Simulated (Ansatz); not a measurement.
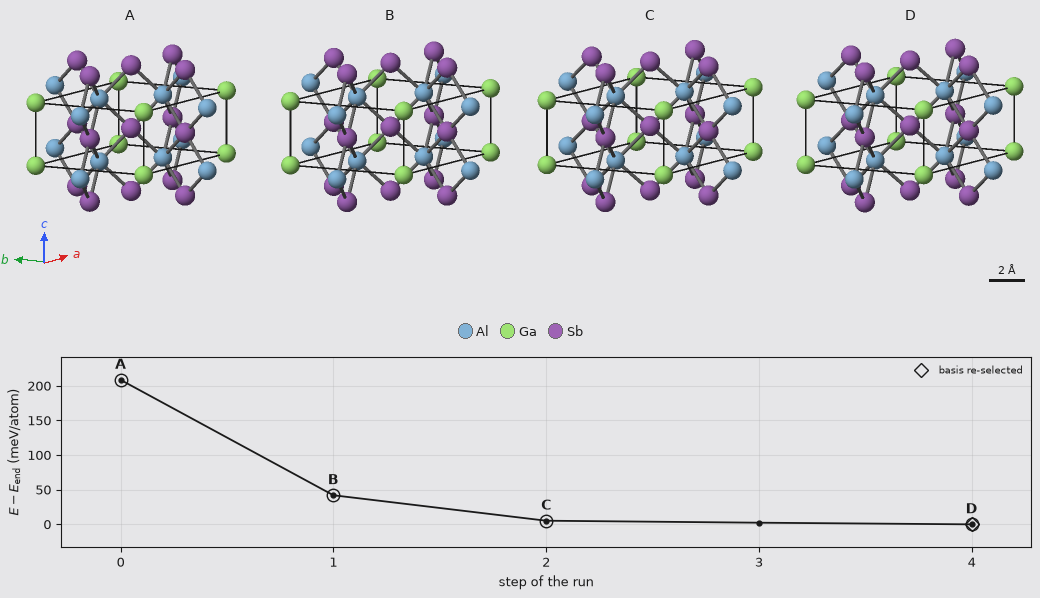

Frames of a relaxation of crystalline Al$_{2}$GaSb$_{3}$ (a generated structure, set up in P6/mmm) (coarse preliminary run), marked on the history of the run. A ball-and-stick model of the cell of the calculation, seen from a free direction.

All numbers below come from DFT PBE, scalar-relativistic, plane waves, PAW (Ansatz). Set-up: plane-wave cutoff 420 eV; k-point mesh 3 × 3 × 4; occupations gaussian; smearing width 0.1 eV; no spin polarisation; cell and atoms relaxed; force threshold 0.04 eV/Å; at most 70 steps.

### Describe the path.

The energy falls by 209 meV per atom in 3 accepted moves (4 points after the start). All forces vanish by symmetry, so only the cell relaxes. Pressure: 13.63 GPa at the start and 0.12 GPa at the end. At 1 point the geometry stayed and the basis and grid were re-selected for the new cell (energy shift of 2.4 meV per atom at most each time). No atom moves by more than 0.005 Å relative to the cell. The drawn cell changes as follows: a = b 6.504 → 7.099 Å (+9.2 %), c 3.768 → 3.899 Å (+3.5 %); the volume changes by +23.3 %. Some distances before and after: Al–Sb 2.660 → 2.829 Å. Among the angles between lasting bonds that change: Al–Sb–Al 89.8° → 92.9°, Sb–Al–Sb 90.2° → 87.1°, Al–Sb–Al 90.2° → 87.1°. The space group stays P6/mmm (No. 191). Cost: 16 s on 1 thread of Arm Neoverse V2, on a shared host, peak memory 0.42 GiB. From step 0 to 1: volume +12.1 %, energy −167 meV per atom. From step 1 to 2: volume +7.0 %, energy −36.8 meV per atom. From step 2 to 4: volume +2.8 %, energy −5.3 meV per atom.

Limits of the set-up: the k-point mesh is coarse for a cell with partly filled bands.
